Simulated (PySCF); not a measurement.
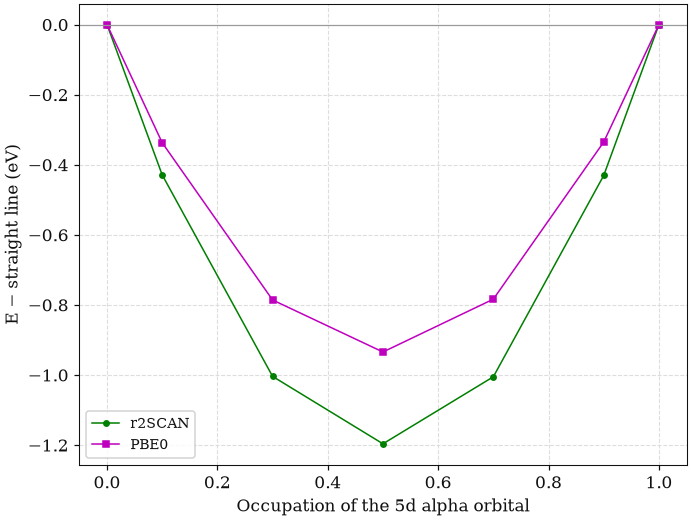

One 5d alpha orbital of Ta²⁺ ([Xe] 4f¹⁴ 5d³) is emptied in steps. The plot gives the energy less the straight line between the integer ends. PySCF, def2-TZVP with a 60-electron core potential, unrestricted single determinants, no spin-orbit coupling.

Q: Describe the curvature of each method.

A: r2SCAN: convex (delocalisation error), largest departure −1.2 eV, removal energy 24.35 eV; PBE0: convex (delocalisation error), largest departure −0.93 eV, removal energy 24.37 eV. The NIST theoretical removal energy is 23.10 eV. The exact energy is a straight line between whole electron numbers.
